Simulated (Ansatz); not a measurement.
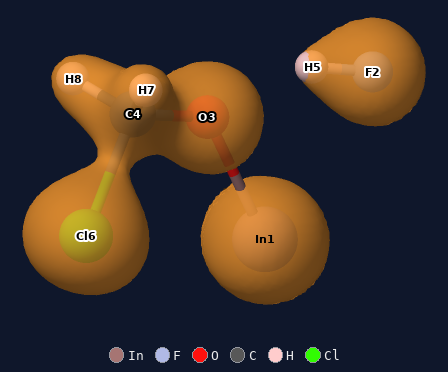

*CH$_{2}$ClInO···HF. Isosurface of the electron density at 0.8 e/Å³ (orange), seen at a tilt.*

Core potentials replace the inner electrons of In.

These are results of UHF/def2-SVP (Ansatz), not measurements.

```yaml
atoms:
  - { symbol: In, position_ang: [-1.7227, -0.2301, -1.4691] }
  - { symbol: F, position_ang: [0.9760, -0.9554, -2.3222] }
  - { symbol: O, position_ang: [0.0683, 0.1807, -0.3117] }
  - { symbol: C, position_ang: [0.1367, 0.3784, 0.9926] }
  - { symbol: H, position_ang: [0.9759, -0.5492, -1.4912] }
  - { symbol: Cl, position_ang: [-1.5622, 0.1100, 1.7795] }
  - { symbol: H, position_ang: [0.7595, -0.3340, 1.5313] }
  - { symbol: H, position_ang: [0.3686, 1.3994, 1.2908] }
```

> How is the density connected at this value?

At this value the surface falls into three separate pieces. It bridges the sampled C–O (1.32 Å) and C–Cl (1.89 Å) contacts, where the density stays above the isovalue. It is pinched off along the sampled O···H (1.66 Å) and In–O (2.17 Å) contacts. On the grid the lowest density along these lines, outside the cores, is 0.3 e/Å³ (O···H, 1.66 Å), 2.2 e/Å³ (C–O, 1.32 Å), 0.94 e/Å³ (C–Cl, 1.89 Å) and 0.44 e/Å³ (In–O, 2.17 Å).
